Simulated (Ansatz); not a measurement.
# CH₆AlB: taking an electron away

Aim: the vertical ionisation energy of CH₆AlB, as cation minus neutral at the neutral's geometry, on several levels, and how well −ε(HOMO) stands in for it.

Program: Ansatz 0.2.0, Gaussian basis. Level of theory: unrestricted cation, the program's frozen cores in correlated methods. These are calculated values, not measurements.

The runs, in order: UKS PBE-D4/def2-TZVPP; UKS r2SCAN-D4/def2-TZVPP; UKS PBE0-D4/def2-TZVPP; UKS B3LYP-D4/def2-TZVPP; UKS wB97X-V/def2-TZVPP; UKS wB97M-V/def2-TZVPP; UKS B2PLYP/def2-TZVPP; UHF-CCSD(T)/def2-TZVPP; UHF-MP2/def2-QZVPP; extrapolation to the limit; then −ε(HOMO) from the neutral's earlier runs with LDA (SPW92), PBE-D4, revPBE-D4, BLYP-D4, r2SCAN-D4, B97M-V, PBE0-D4, B3LYP-D4, r2SCANh-D4, r2SCAN0-D4, HSE06-D4, BHLYP-D4, CAM-B3LYP-D4, LC-ωPBE, ωB97X-V, ωB97M-V.

## (1) The geometry

The geometry comes from an earlier relaxation with PBE0-D4 in a triple-zeta def2 set; it is a stationary point, not always the lowest conformer.

SMILES `C[BH][AlH2]`, 9 atoms, charge 0, spin multiplicity 1.

Atoms are counted from 1 here; the program's logs count them from 0.

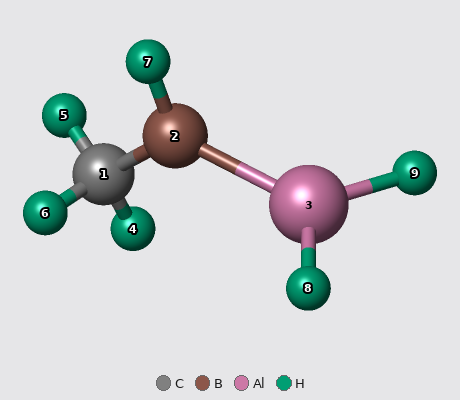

The geometry (carbon grey, boron brown, aluminium pink, hydrogen teal); atoms are numbered from 1 in the order of the file.

## (2) Cation, UKS PBE-D4/def2-TZVPP

The input, in.yaml:

```yaml
crystal:
  periodic: [false, false, false]
  atoms:
    - {symbol: C, position_ang: [-0.672491, 0.651000, -1.105481]}
    - {symbol: B, position_ang: [0.389844, 0.492507, 0.023154]}
    - {symbol: Al, position_ang: [0.673286, -1.196291, 1.286572]}
    - {symbol: H, position_ang: [-1.127953, -0.259652, -1.497394]}
    - {symbol: H, position_ang: [-0.357424, 1.293970, -1.932244]}
    - {symbol: H, position_ang: [-1.480624, 1.211443, -0.600231]}
    - {symbol: H, position_ang: [1.070434, 1.467924, 0.229874]}
    - {symbol: H, position_ang: [-0.160263, -1.386564, 2.635005]}
    - {symbol: H, position_ang: [1.753491, -2.320735, 0.943742]}
basis:
  gaussian: {orbitals: def2-TZVPP}
total_charge: 1
magnetization: {spin_polarized: true, initial_magnetization: 1}
hamiltonian: {xc: pbe, dispersion: d4}
```

On the command line:

```
> ansatz run in.yaml --threads 2 --pin off --events-out ev --progress --plain --max-ram 4352MiB
```

The runs that follow: Cation, UKS r2SCAN-D4/def2-TZVPP; Cation, UKS PBE0-D4/def2-TZVPP; Cation, UKS B3LYP-D4/def2-TZVPP; Cation, UKS wB97X-V/def2-TZVPP; Cation, UKS wB97M-V/def2-TZVPP; Cation, UKS B2PLYP (frozen core)/def2-TZVPP; Cation, UHF-CCSD(T)/def2-TZVPP; Cation, UHF-MP2/def2-QZVPP.

Q: Predict the results of all the runs planned. Wanted: ionisation energy, CCSD(T)/CBS; nearest functional by difference; nearest −ε(HOMO); −ε(HOMO) of PBE; T1 of the cation.

As calculated:

```
                        quantity               value
  ionisation energy, CCSD(T)/CBS             9.43 eV
nearest functional by difference  ωB97M-V (-0.12 eV)
                nearest −ε(HOMO)  ωB97X-V (-0.07 eV)
                 −ε(HOMO) of PBE             5.87 eV
                T1 of the cation               0.019
```

In words: Energy differences with functionals land within 0.49 eV of the reference. The PBE orbital energy is 3.6 eV too small: a semilocal HOMO is no ionisation energy. Among orbital estimates ωB97X-V comes nearest. Hartree-Fock falls 0.92 eV short, as the neutral has more correlation energy than the cation. The cation may have settled in a state other than its lowest; no search over hole states beyond the program's own was made.
